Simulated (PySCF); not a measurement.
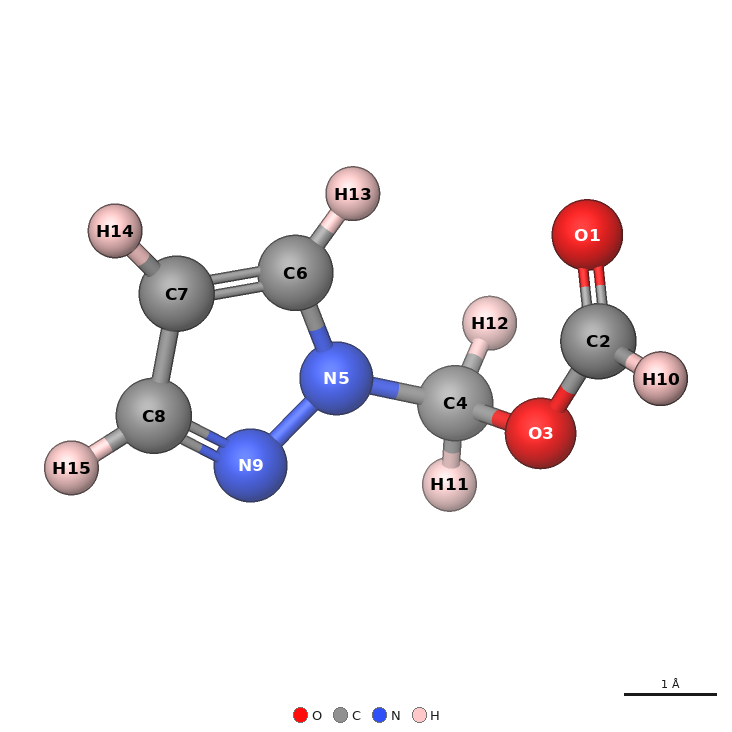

Orthographic view. Atoms fade into the background with distance from the viewer. The geometry was computed by an optimisation with GFN2-xTB. No frequency run is at hand to confirm it as a minimum.

Write a MOL file (V2000) with the atoms in numerical order, bonds sorted by atom number with the orders drawn, and coordinates in the frame of the picture: x right, y up, z towards the viewer, origin at the mean position.

```
C5H6N2O2
                    3D

 15 15  0  0  0  0  0  0  0  0999 V2000
    2.3900    1.3100    0.4200 O   0  0  0  0  0  0  0  0  0  0  0  0
    2.5100    0.1500    0.6800 C   0  0  0  0  0  0  0  0  0  0  0  0
    1.8800   -0.8600    0.0900 O   0  0  0  0  0  0  0  0  0  0  0  0
    0.9400   -0.5300   -0.9500 C   0  0  0  0  0  0  0  0  0  0  0  0
   -0.3600   -0.2600   -0.4300 N   0  0  0  0  0  0  0  0  0  0  0  0
   -0.8000    0.8900    0.1300 C   0  0  0  0  0  0  0  0  0  0  0  0
   -2.1000    0.6600    0.5100 C   0  0  0  0  0  0  0  0  0  0  0  0
   -2.3500   -0.6700    0.1500 C   0  0  0  0  0  0  0  0  0  0  0  0
   -1.2900   -1.2100   -0.4100 N   0  0  0  0  0  0  0  0  0  0  0  0
    3.1900   -0.2600    1.4400 H   0  0  0  0  0  0  0  0  0  0  0  0
    0.8800   -1.4200   -1.5800 H   0  0  0  0  0  0  0  0  0  0  0  0
    1.3200    0.3400   -1.5000 H   0  0  0  0  0  0  0  0  0  0  0  0
   -0.1800    1.7600    0.2000 H   0  0  0  0  0  0  0  0  0  0  0  0
   -2.7700    1.3500    0.9900 H   0  0  0  0  0  0  0  0  0  0  0  0
   -3.2500   -1.2400    0.2700 H   0  0  0  0  0  0  0  0  0  0  0  0
  1  2  2  0
  2  3  1  0
  2 10  1  0
  3  4  1  0
  4  5  1  0
  4 11  1  0
  4 12  1  0
  5  6  1  0
  5  9  1  0
  6  7  2  0
  6 13  1  0
  7  8  1  0
  7 14  1  0
  8  9  2  0
  8 15  1  0
M  END
```
